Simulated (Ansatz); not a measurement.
# Run report: AlSi3H8ClO3, single-point calculation

- system: AlSi3H8ClO3
- method: RKS r2SCAN-D4/def2-TZVPP (Ansatz 0.2.0)

The geometry comes from this level: PBE0-D4/def2-TZVP.

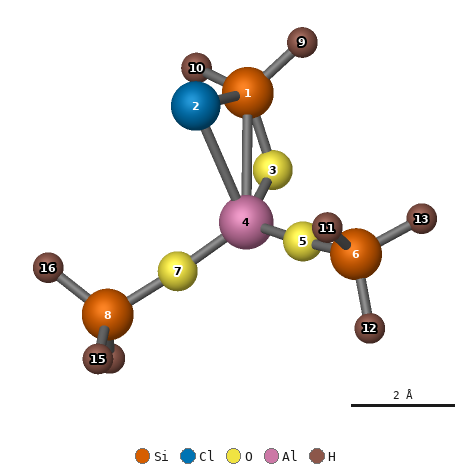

**Figure 1.** The structure as given in the input (ball-and-stick view, seen at a tilt; atoms are numbered from 1 in the order of the input). Sticks mark near contacts. Bond lengths as drawn: Al–Cl 2.60 Å, Al–O 1.67 to 1.74 Å, Al–Si 2.76 Å, Cl–Si 2.13 Å, H–Si 1.48 to 1.49 Å and O–Si 1.60 to 1.62 Å.

Summary

```tsv
quantity	value
outcome	converged
total energy	−49031.4133 eV
mean-field energy	−49031.2797 eV
dispersion energy	−0.1335 eV
SCF solution under orbital rotations	stable
hardware	4 CPU threads, shared host
wall time	7.5 s (CPU time 6.7 s)
peak memory	1.2 GiB
```

Input
```yaml
crystal:
  periodic: [false, false, false]
  atoms:
    - {symbol: Si, position_ang: [1.260062, -1.450747, 1.712908]}
    - {symbol: Cl, position_ang: [2.332966, -0.856301, -0.030987]}
    - {symbol: O, position_ang: [-0.139587, -0.742671, 1.384421]}
    - {symbol: Al, position_ang: [-0.081747, 0.098879, -0.135830]}
    - {symbol: O, position_ang: [0.135159, 1.755301, -0.104310]}
    - {symbol: Si, position_ang: [0.479853, 3.336503, -0.073399]}
    - {symbol: O, position_ang: [-0.755341, -0.652021, -1.467880]}
    - {symbol: Si, position_ang: [-1.263861, -1.381421, -2.820474]}
    - {symbol: H, position_ang: [1.998717, -0.899090, 2.866430]}
    - {symbol: H, position_ang: [1.244054, -2.927307, 1.710898]}
    - {symbol: H, position_ang: [1.742743, 3.602989, -0.813996]}
    - {symbol: H, position_ang: [-0.618247, 4.115361, -0.705146]}
    - {symbol: H, position_ang: [0.647346, 3.802594, 1.329896]}
    - {symbol: H, position_ang: [-2.665921, -1.848294, -2.652730]}
    - {symbol: H, position_ang: [-1.208053, -0.442795, -3.973286]}
    - {symbol: H, position_ang: [-0.403282, -2.557013, -3.125254]}
basis:
  gaussian: {orbitals: def2-TZVPP}
hamiltonian: {xc: r2scan, dispersion: d4}
```

Command:
```bash
ansatz run in.yaml --threads 4 --pin off --events-out ev --progress --plain --max-ram 66560MiB --backend cuda --devices 0, --max-vram 37GiB
```

The program's output
```
Functional definition: r2SCAN
  name "r2SCAN"
  cite "Furness, Kaplan, Ning, Perdew & Sun, J. Phys. Chem. Lett. 11, 8208 (2020) doi:10.1021/acs.jpclett.0c02405"
  cite "Furness, Kaplan, Ning, Perdew & Sun, J. Phys. Chem. Lett. 11, 9248 (2020) doi:10.1021/acs.jpclett.0c03077"
  parent r2scan
  parameter k0 = 0.174
  parameter k1 = 0.065
  parameter a1 = 4.9479
  exchange = r2scan_x(k0 = k0, k1 = k1, a1 = a1)
  correlation = r2scan_c
2352 factors; their error is unknown
mean field evaluation 1: about -49012.9279 eV, gradient 1.1e2 eV
mean field evaluation 2: about -48922.0643 eV, gradient 2.3e2 eV
mean field evaluation 4: about -49030.8393 eV, gradient 1.6e1 eV
mean field evaluation 8: about -49031.3407 eV, gradient 3.3e-1 eV
mean field evaluation 16: about -49031.2797 eV, gradient 7.1e-4 eV
mean field -49031.27972154 eV, -1801.8662951714 hartree, gradient 4.3e-5 eV, S^2 0.000000; 0 other end points of the search recorded, 0 dependent functions left out
reference -49031.27974227 eV, -1801.8662959332 hartree; 52, 52 occupied and 363, 363 virtual orbitals, 2352 factors
Total energy: -49031.41326402 eV, -1801.8712027673 hartree
```
